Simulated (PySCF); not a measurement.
# InH: the SCF solver's settings

Aim: find out which solver settings change the answer for InH.

Method: method and basis as typed in the scripts; program: PySCF 2.14.0.

3 further runs of the same task are left out: 2 for a known fault of the program, 1 that didn't finish.

## (1) The system as given

InH: 2 atoms, charge 0, spin multiplicity 1.

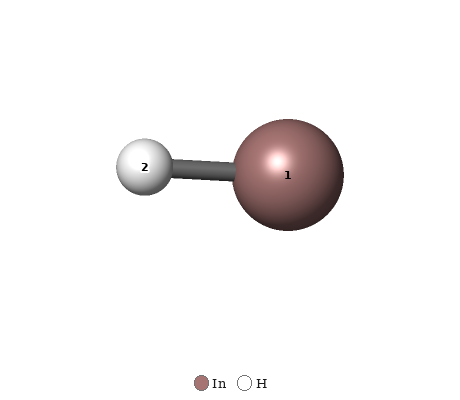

As it starts; indium brown, hydrogen white; atoms are numbered from 1 in the order of the file.

## (2) The run that the others are compared with

The input, input.py:

```python
from pyscf import gto, scf, mp

mol = gto.M(
    atom='In 0 0 0; H 0 0 1.539',
    basis='ano-rcc-vdzp',
    charge=0,
    spin=0,
    verbose=3,
)
mf = scf.RHF(mol)
mf = mf.sfx2c1e()
mf.kernel()
mp.MP2(mf, frozen=18).kernel()
mf.dip_moment()
print('orbital energies (hartree):', mf.mo_energy[..., max(0, mol.nelec[1]-3):mol.nelec[0]+3].round(4))
```

Run with:

```console
> OMP_NUM_THREADS=1 python input.py
```

The log of this run is left out.

It gives: E(SCF) = -5878.740077 Eh, E(MP2) − E(SCF) = -0.39531 Eh, μ = 1.15 D (of the SCF density).

The bond length is a typed value, not an optimised one.

## (3) Second-order solver on

Run 1 changes second-order solver: off → on.

The input, input.py:

```python
from pyscf import gto, scf, mp

mol = gto.M(
    atom='In 0 0 0; H 0 0 1.539',
    basis='ano-rcc-vdzp',
    charge=0,
    spin=0,
    verbose=3,
)
mf = scf.RHF(mol)
mf = mf.sfx2c1e()
mf = mf.newton()
mf.kernel()
mp.MP2(mf, frozen=18).kernel()
mf.dip_moment()
print('orbital energies (hartree):', mf.mo_energy[..., max(0, mol.nelec[1]-3):mol.nelec[0]+3].round(4))
```

Run with:

```console
> OMP_NUM_THREADS=1 python input.py
```

## (4) Initial guess random

Run 2 changes initial guess: minao → random.

input.py, as its differences from that of step 2:

```diff
@@ -11,2 +11,3 @@
 mf = mf.sfx2c1e()
+mf.init_guess = 'random'
 mf.kernel()
```

## (5) Cycle limit 200

Run 3 changes cycle limit: 50 → 200.

input.py, as its differences from that of step 2:

```diff
@@ -11,2 +11,3 @@
 mf = mf.sfx2c1e()
+mf.max_cycle = 200
 mf.kernel()
```

## (6) Smearing width 0.005 hartree

Run 4 changes smearing width: none → 0.005 hartree; step after the SCF: mp2 → none.

input.py, as its differences from that of step 2:

```diff
@@ -1,2 +1,2 @@
-from pyscf import gto, scf, mp
+from pyscf import gto, scf
 
@@ -11,4 +11,4 @@
 mf = mf.sfx2c1e()
+mf = scf.addons.smearing_(mf, sigma=0.005, method='fermi')
 mf.kernel()
-mp.MP2(mf, frozen=18).kernel()
 mf.dip_moment()
```

## (7) Damping 0.8

Run 5 changes damping: none → 0.8.

input.py, as its differences from that of step 2:

```diff
@@ -11,2 +11,4 @@
 mf = mf.sfx2c1e()
+mf.damp = 0.8
+mf.diis_start_cycle = 8
 mf.kernel()
```

## (8) Level shift 0.3 hartree

Run 6 changes level shift: none → 0.3 hartree.

input.py, as its differences from that of step 2:

```diff
@@ -11,2 +11,3 @@
 mf = mf.sfx2c1e()
+mf.level_shift = 0.3
 mf.kernel()
```

Q: Predict the outcome of this session. Wanted: for each run, E(SCF); from base; gap; SCF dipole; after the SCF.

As calculated:

| run | E(SCF) (hartree) | from base (eV) | gap (eV) | SCF dipole (D) | after the SCF |
| --- | --- | --- | --- | --- | --- |
| base | -5878.740077 | 0 | 8.17 | 1.15 | MP2 correlation -10.757 eV, core frozen |
| second-order solver on | -5878.740077 | 0.0000 | 8.17 | 1.15 | MP2 correlation -10.757 eV, core frozen |
| initial guess random | -5878.740077 | 0.0000 | 8.17 | 1.15 | MP2 correlation -10.757 eV, core frozen |
| cycle limit 200 | -5878.740077 | 0.0000 | 8.17 | 1.15 | MP2 correlation -10.757 eV, core frozen |
| smearing width 0.005 hartree | -5878.740077 | 0.0000 | n/a | 1.15 | n/a |
| damping 0.8 | -5878.740077 | 0.0000 | 8.17 | 1.15 | MP2 correlation -10.757 eV, core frozen |
| level shift 0.3 hartree | -5878.740077 | 0.0000 | 8.17 | 1.15 | MP2 correlation -10.757 eV, core frozen |

**Reading.** With second-order solver on or initial guess random or cycle limit 200 or smearing width 0.005 hartree or damping 0.8 or level shift 0.3 hartree the SCF ends at the base energy. PySCF falls back to minao for a guess that it doesn't know or can't read, so that run repeats the base.
